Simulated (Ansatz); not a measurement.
Consider AlF$_{2}$H.

Input

```
crystal:
  periodic: [false, false, false]
  atoms:
    - { symbol: Al, position_ang: [0.0, 0.0, 0.0] }
    - { symbol: H, position_ang: [0.0, 0.0, 1.56] }
    - { symbol: F, position_ang: [1.4635, 0.0, -0.845] }
    - { symbol: F, position_ang: [-1.4635, 0.0, -0.845] }
basis:
  gaussian: { orbitals: def2-SVP }
hamiltonian:
  xc: lda
relax:
  f_tol: 0.02
  max_steps: 40
output:
  orbitals: {}
```

Launched as:

```sh
ansatz run input.yaml --threads 1 --pin off --max-ram 2048MiB --backend cpu --events-out ev --progress --plain --runs-dir out
```

The fields are those of the run's last geometry, not of the input's.

Level of theory: RKS LDA/def2-SVP (Ansatz).

> What can the converged electron density and electron localisation function tell about the bonding?

Al–F (1.65 Å): the density is about 0.83 e/Å³ at the midpoint; the ELF peaks at about 0.85 in the valence shell of F, 0.6 Å from its nucleus, and is about 0.30 at the midpoint.
Al–H (1.57 Å): ρ is about 0.56 e/Å³ halfway; the ELF climbs to about 1 towards the hydrogen.

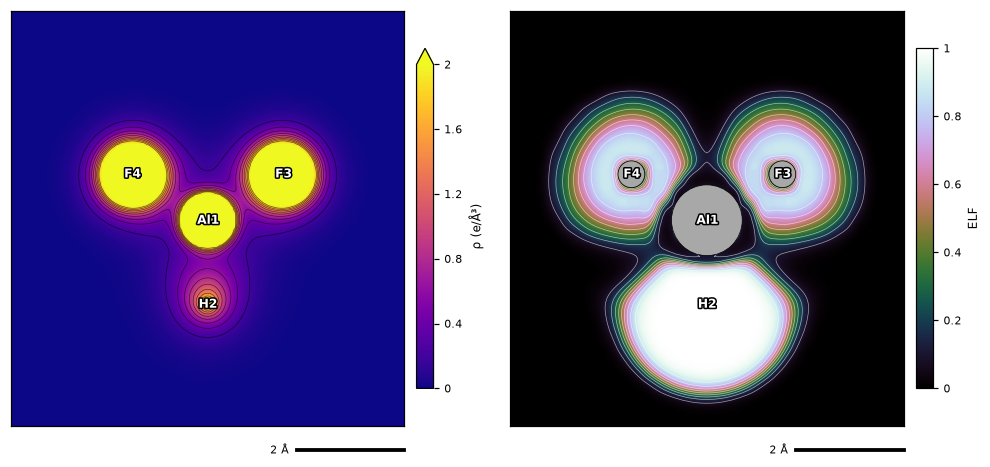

Computed electron density and electron localisation function on the molecular plane, in this order. Grey discs cover the atomic cores in the ELF map. 
